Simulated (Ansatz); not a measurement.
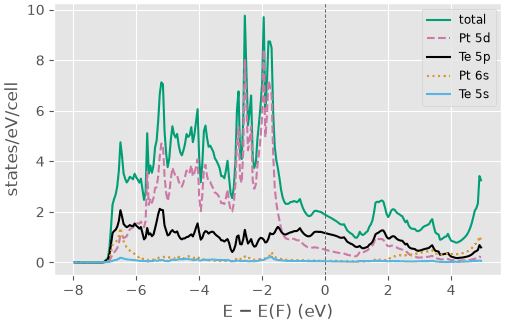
Figure. Total and projected density of states of TePt in space group R-3m (No. 166; Te on 6c, Pt on 6c), LDA in the plane-wave PAW code Ansatz

Q: Which orbitals carry the states next to the Fermi level?

A: Within 0.5 eV of the Fermi level: Te 5p 61 %, Pt 5d 27 %, outside the projected shells 6 %. Projections are on Löwdin-orthogonalised atomic valence shells; empty p or d shells of many metals are not among them.

Q: Where is the tallest occupied peak in this window, and what makes it?

A: Near -2.5 eV, about 9.8 states/eV per cell; the largest projected share is Pt 5d.

The workflow started from a Materials Project entry (that database holds measured and hypothetical structures alike); the Crystallography Open Database files this formula in space group No. 166, but the cells were not matched. Its standing as an ambient phase is unchecked. Symmetry was held in the LDA relaxation; whether a distortion lowers the energy is not shown. The run is not spin-polarised. A crystal of weakly bound layers computed without a dispersion correction: the cell and the soft elastic constants depend strongly on that. Spin–orbit coupling is left out wherever it is not named.

Potentials: the later of the program's two PAW sets.
